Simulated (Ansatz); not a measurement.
SnH2Cl4: several calculations on one system

## 1. Relaxation

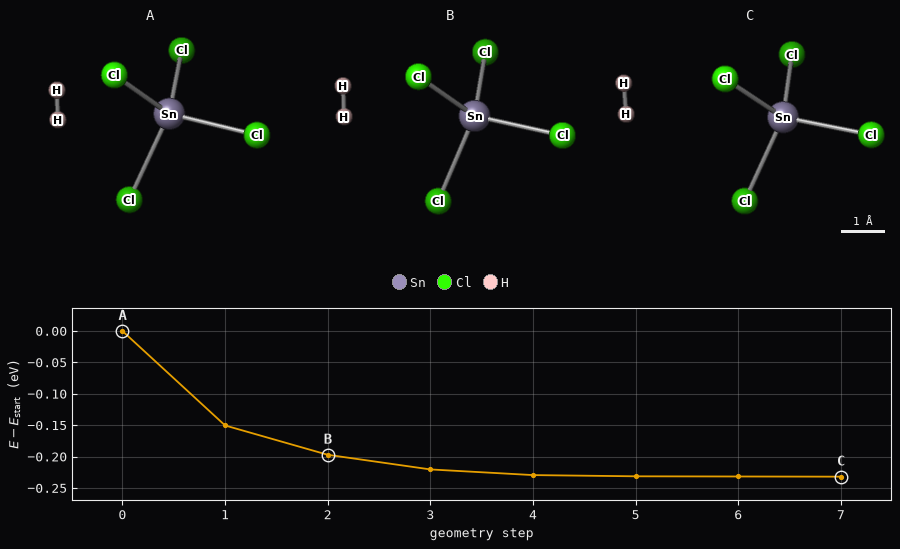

Frames of a relaxation of SnH₂Cl₄, marked on the history of the run. Style: ball-and-stick. Shown from a free direction.

The run prepares an end point of a later path (reaction) calculation, from a guessed geometry.

All numbers below come from RHF/def2-SVP (Ansatz 0.2.0). Set-up: no spin polarisation; force threshold 0.03 eV/Å; at most 50 steps.

What happens along the run?

Answer. The largest move after the best rigid fit is that of an H atom, 0.87 Å. By element the largest moves are H 0.87 Å, Cl 0.40 Å, Sn 0.37 Å. Near-neighbour distances that change, for instance: Cl–Sn 2.378 → 2.311 Å, H–H 0.711 → 0.747 Å. The energy falls by 0.232 eV in 7 geometry steps. The largest force component goes from 1.2 to 0.0074 eV/Å. From step 0 to 2: an H atom moves most (0.37 Å), energy −0.197 eV. From step 2 to 7: an H atom moves most (0.50 Å), energy −0.035 eV.

Limits of the set-up: the start holds two separate molecules, 2.6 Å apart at their closest, whose relative position is a soft coordinate and is computed without a dispersion correction; Hartree-Fock leaves out electron correlation.

## 2. Relaxation

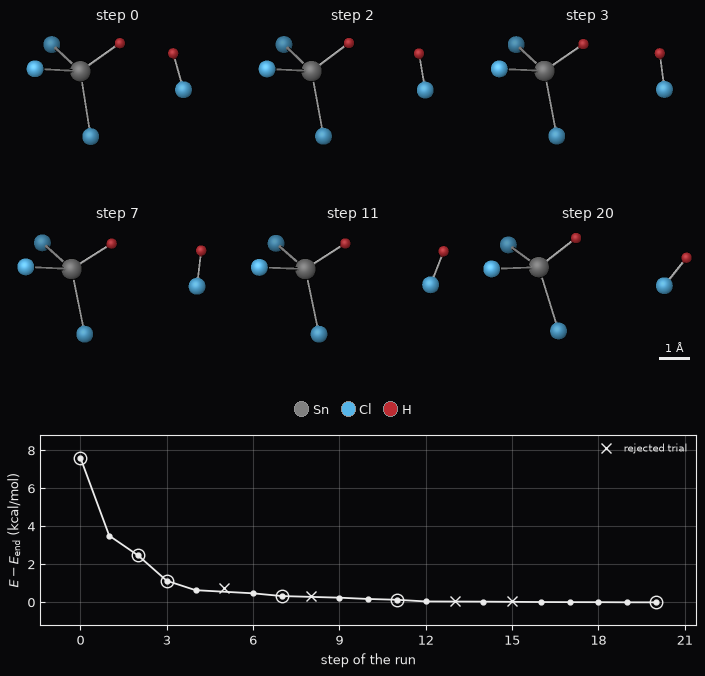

Frames of a relaxation of SnH2Cl4, marked on the history of the run. A ball-and-stick model, seen at a tilt.

The run prepares an end point of a later path (reaction) calculation, from a guessed geometry.

Method: RHF/def2-SVP in Ansatz 0.2.0.

Input
```yaml
crystal:
  periodic: [false, false, false]
  atoms:
    - { symbol: Sn, position_ang: [-0.532008, 0.0, -0.476071] }
    - { symbol: Cl, position_ang: [0.032066, 0.0, 3.102628] }
    - { symbol: Cl, position_ang: [1.76218, 0.0, -0.140053] }
    - { symbol: Cl, position_ang: [-1.012231, 1.888989, -1.751976] }
    - { symbol: Cl, position_ang: [-1.012231, -1.888989, -1.751976] }
    - { symbol: H, position_ang: [-1.551935, 0.0, 0.909281] }
    - { symbol: H, position_ang: [-1.241041, 0.0, 2.756667] }
basis:
  gaussian: { orbitals: def2-SVP }
hamiltonian:
  xc: hf
relax:
  f_tol: 0.03
  max_steps: 50
```

Launched with:
```bash
ansatz run input.yaml --threads 2 --pin off --max-ram 3072MiB --backend cpu --events-out ev --progress --plain --runs-dir out
```

Describe the path.

The largest move after the best rigid fit is that of H7, 1.52 Å. By element the largest moves are H 1.52 Å, Cl 0.48 Å, Sn 0.41 Å. Near-neighbour distances that change, for instance: Cl2–H7 1.319 → 1.272 Å, Sn1–H6 1.720 → 1.683 Å, Sn1–Cl3 2.319 → 2.326 Å. Bond angles that change, for instance: Cl3–Sn1–H6 118.0° → 112.4°, Cl4–Sn1–H6 108.6° → 111.1°. The energy falls by 7.61 kcal/mol in 16 accepted moves (20 points after the start). Largest force component: 1.5 eV/Å at the start, 0.019 eV/Å at the end. The line search rejected the trial steps at points 5, 8, 13, 15 of the run. The forces were under the threshold at step 12, but the run went on from there. From step 0 to 2: H7 moves most (0.38 Å), energy −5.14 kcal/mol. From step 2 to 3: H7 moves most (0.20 Å), energy −1.34 kcal/mol. From step 3 to 7: H7 moves most (0.40 Å), energy −0.80 kcal/mol. From step 7 to 11: H7 moves most (0.26 Å), energy −0.20 kcal/mol. From step 11 to 20: H7 moves most (0.33 Å), energy −0.13 kcal/mol.

```
step  E − E(0), kcal/mol  largest force component, eV/Å      note
   0                0.00                         1.5402          
   1               -4.10                         0.5486          
   2               -5.14                         0.9260          
   3               -6.47                         0.2722          
   4               -6.97                         0.0695          
   5               -6.86                         1.0296  rejected
   6               -7.13                         0.0556          
   7               -7.28                         0.0598          
   8               -7.27                         0.6538  rejected
   9               -7.36                         0.0474          
  10               -7.43                         0.0450          
  11               -7.47                         0.2811          
  12               -7.56                         0.0117          
  13               -7.55                         0.0752  rejected
  14               -7.57                         0.0541          
  15               -7.56                         0.2368  rejected
  16               -7.59                         0.0046          
  17               -7.60                         0.0667          
  18               -7.60                         0.0494          
  19               -7.61                         0.0256          
  20               -7.61                         0.0190
```

Limits of the set-up: Hartree-Fock leaves out electron correlation.

## 3. Path

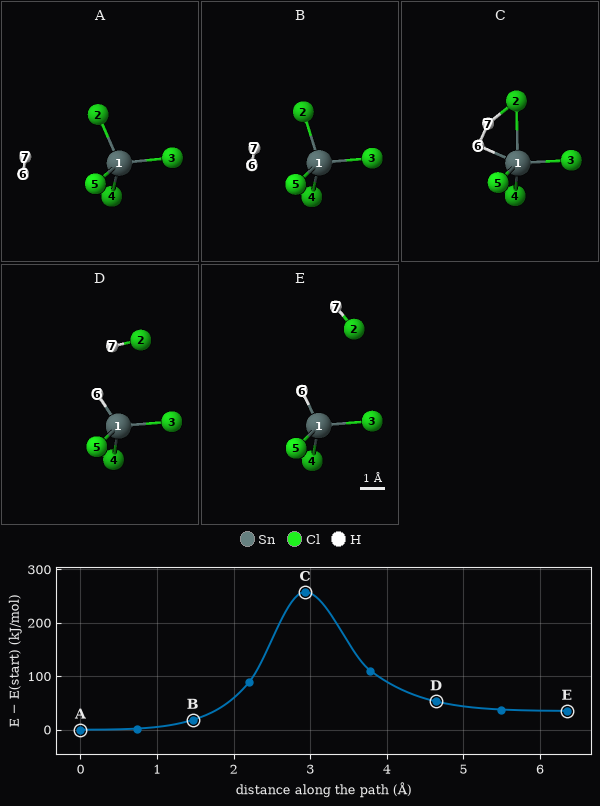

NEB run on SnH₂Cl₄, made up at the start of SnCl4 and H₂. Images are numbered from 0 (start) to 8 (end). Frames A to E are images 0, 2, 4, 6, 8. The picture is a ball-and-stick view, seen at a tilt.

Theory: RHF/def2-SVP in Ansatz. Set-up: 7 movable images; climbing image; force threshold 0.05 eV/Å; iteration limit 60; starting path through a guess of the saddle point.

Q: Read off the barrier and say what moves.

A: Breaking: H6–H7 (0.75 → 1.03 at the top → 3.88 Å), Sn1–Cl2 (2.31 → 2.68 at the top → 4.39 Å). Forming: Cl2–H7 (3.61 → 1.55 at the top → 1.27 Å), Sn1–H6 (4.19 → 1.89 at the top → 1.68 Å). Forward barrier 257.8 kJ/mol, backward barrier 222.5 kJ/mol, with image 4 at the top; the reaction energy is +35.3 kJ/mol. The band converged in 19 iterations. The largest component of the band force went from 5 to 0.014 eV/Å. The climbing image converged on the top of the path. Its vibrational analysis gives one imaginary mode (1805i cm⁻¹), as a transition state must have.

Limits of the set-up: the start holds two separate molecules, 3.6 Å apart at their closest, whose relative position is a soft coordinate and is computed without a dispersion correction; Hartree-Fock leaves out electron correlation.
